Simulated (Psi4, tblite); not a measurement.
Approach curve of the dimer C3H8 ··· F4Si (SMILES CCC and F[Si](F)(F)F). Monomers: optimised at B3LYP-D3(BJ) (def2-TZVP), held rigid. Orientation: lowest of the rigid-body minima from ten starts at GFN2-xTB. R is the distance of the centres of mass, along which the second monomer moves.

Geometry at R = 4.06 Å (first 11 atoms: monomer A):
```
16

C      1.2646    -0.2612     0.0229
C      0.0069     0.5485    -0.2815
C     -1.2697    -0.1458     0.1860
H      1.3671    -0.4368     1.0967
H      1.2308    -1.2370    -0.4679
H      2.1654     0.2524    -0.3182
H      0.0822     1.5308     0.1942
H     -0.0538     0.7359    -1.3577
H     -2.1567     0.4487    -0.0409
H     -1.2499    -0.3171     1.2652
H     -1.3869    -1.1182    -0.2989
F     -0.4360    -4.8180     2.7114
Si    -0.6156    -3.4432     1.9801
F     -2.1384    -3.0753     1.9240
F      0.1625    -2.3293     2.7620
F     -0.0500    -3.5512     0.5222
```

GFN2-xTB (tblite); SAPT0/jun-cc-pVDZ, frozen core (Psi4); revPBE/def2-TZVP, counterpoise-corrected (Psi4); revPBE-D3(BJ)/def2-TZVP, counterpoise-corrected (Psi4).

Interaction energies in kJ/mol (negative: bound); R is the distance of the centres of mass, d the H4···F15 distance.

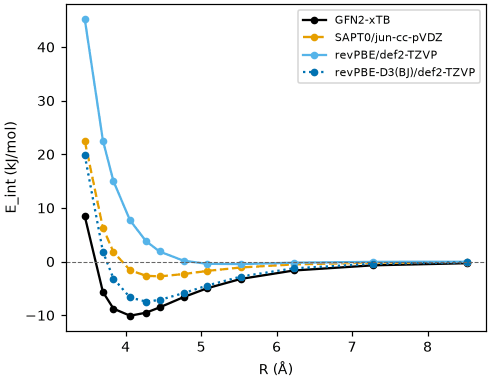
Figure: Interaction energy against separation.

| R / Å | d / Å | GFN2-xTB | SAPT0/jun-cc-pVDZ | revPBE/def2-TZVP | revPBE-D3(BJ)/def2-TZVP |
|---|---|---|---|---|---|
| 3.46 | 2.24 | 8.45 | 22.47 | 45.19 | 19.80 |
| 3.70 | 2.46 | -5.65 | 6.30 | 22.58 | 1.85 |
| 3.84 | 2.59 | -8.76 | 1.79 | 14.98 | -3.15 |
| 4.06 | 2.79 | -10.08 | -1.59 | 7.69 | -6.68 |
| 4.27 | 2.99 | -9.52 | -2.63 | 3.84 | -7.44 |
| 4.45 | 3.16 | -8.54 | -2.75 | 1.90 | -7.15 |
| 4.77 | 3.47 | -6.60 | -2.31 | 0.17 | -5.86 |
| 5.08 | 3.77 | -4.96 | -1.74 | -0.40 | -4.46 |
| 5.53 | 4.21 | -3.21 | -1.08 | -0.45 | -2.77 |
| 6.23 | 4.89 | -1.65 | -0.52 | -0.19 | -1.23 |
| 7.28 | 5.92 | -0.68 | -0.19 | -0.04 | -0.40 |
| 8.52 | 7.15 | -0.29 | -0.07 | -0.01 | -0.14 |

Lowest grid point: GFN2-xTB -10.08 kJ/mol at R = 4.06 Å; SAPT0/jun-cc-pVDZ -2.75 kJ/mol at R = 4.45 Å; revPBE/def2-TZVP -0.45 kJ/mol at R = 5.53 Å; revPBE-D3(BJ)/def2-TZVP -7.44 kJ/mol at R = 4.27 Å.
